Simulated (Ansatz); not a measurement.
A series of calculations on SiH3S

Part 1: Relaxation

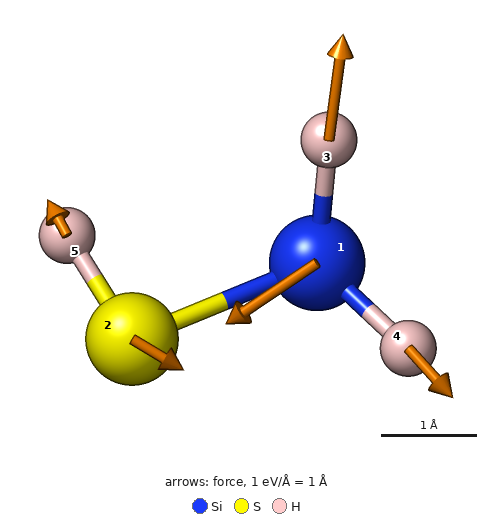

Starting geometry of SiH₃S (multiplicity 2) with the computed forces as orange arrows. Style: ball-and-stick. Shown face on.

The run prepares an end point of a later path (torsion) calculation, from a guessed geometry.

The calculation used Ansatz 0.2.0, UKS PBE0-D4/def2-SVP. Set-up: collinear spin; force threshold 0.015 eV/Å; at most 40 steps.

Is this structure relaxed? If not, where do the atoms go?

Answer. It isn't relaxed: the largest force vector, on Si1, is 1.22 eV/Å. The final displacements follow the starting forces only in part (cosine between the two patterns 0.43). The atom that moves furthest after the best rigid fit is H3 (0.098 Å). Largest moves by element: H 0.098 Å, Si 0.058 Å, S 0.042 Å. Some distances before and after: Si1–H3 1.442 → 1.501 Å, Si1–H4 1.459 → 1.495 Å, Si1–S2 2.175 → 2.145 Å, S2–H5 1.335 → 1.352 Å. Among the angles between lasting bonds that change: S2–Si1–H3 107.5° → 111.9°, H3–Si1–H4 108.0° → 110.3°. After 5 geometry steps the energy has fallen by 1.64 kcal/mol. The largest force component goes from 1.1 to 0.0056 eV/Å.

Part 2: Relaxation

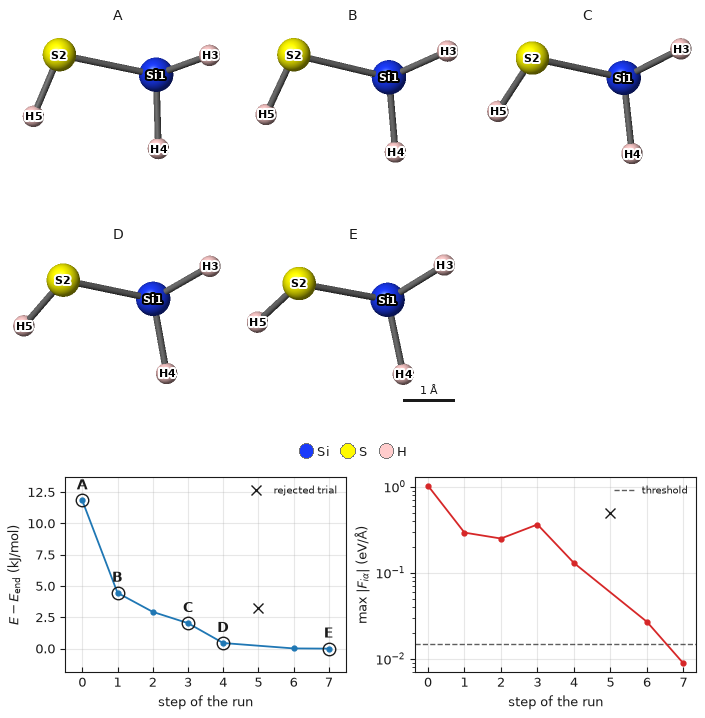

Frames of a relaxation of SiH$_{3}$S (multiplicity 2), marked on the history of the run. Style: ball-and-stick. Shown from a free direction.

The run prepares an end point of a later path (torsion) calculation, from a guessed geometry.

Theory: UKS PBE0-D4/def2-SVP in Ansatz. (collinear spin; force threshold 0.015 eV/Å; at most 40 steps)

What happens along the run?

The energy falls by 11.8 kJ/mol in 6 accepted moves (7 points after the start). The largest force component goes from 1 to 0.0088 eV/Å. The line search rejected the trial step at point 5 of the run. The largest move after the best rigid fit is that of H5, 0.41 Å. By element the largest moves are H 0.41 Å, S 0.36 Å, Si 0.15 Å. Among the contacts that change: Si1–H3 1.442 → 1.496 Å, Si1–H4 1.459 → 1.501 Å, Si1–S2 2.175 → 2.145 Å, S2–H5 1.335 → 1.352 Å. Bond angles that change, for instance: S2–Si1–H4 104.7° → 112.0°, S2–Si1–H3 107.5° → 105.0°, H3–Si1–H4 108.0° → 110.2°. Groups turn about Si1–S2 by about 45°. Cost: 22 s on 1 thread of Intel(R) Xeon(R) Processor @ 2.70GHz (shared host), peak memory 0.13 GiB. From step 0 to 1: H3 moves most (0.11 Å), energy −7.38 kJ/mol. From step 1 to 3: S2 moves most (0.13 Å), energy −2.42 kJ/mol. From step 3 to 4: H5 moves most (0.13 Å), energy −1.59 kJ/mol. From step 4 to 7: H5 moves most (0.09 Å), energy −0.45 kJ/mol.

Part 3: Path

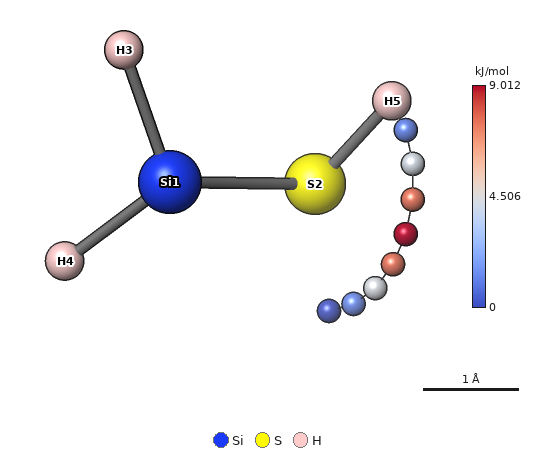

A nudged-elastic-band calculation for SiH3S (multiplicity 2). Images are numbered from 0 (start) to 8 (end). The start is drawn whole; smaller spheres mark the moving atoms (H) in the later images, joined by lines and coloured by the energy of the image relative to the start. Style: ball-and-stick. Shown from a free direction.

Computed with Ansatz, UKS PBE0-D4/def2-SVP. Set-up: 7 movable images; climbing image; force threshold 0.05 eV/Å; iteration limit 60; starting path by image-dependent pair potential.

**Describe the path and its energy.**

The motion is a rotation about the Si1–S2 bond by about 130°. No bond forms or breaks between the ends. Among the angles between lasting bonds that change up to the highest image: S2–Si1–H4 104.9° → 111.7°. The barrier is about 9.0 kJ/mol in both directions, with image 4 at the top; the ends have the same energy. The band is converged.

Cost: 84 s on 1 thread of Intel(R) Xeon(R) Processor @ 2.70GHz, on a shared host, peak memory 0.13 GiB.
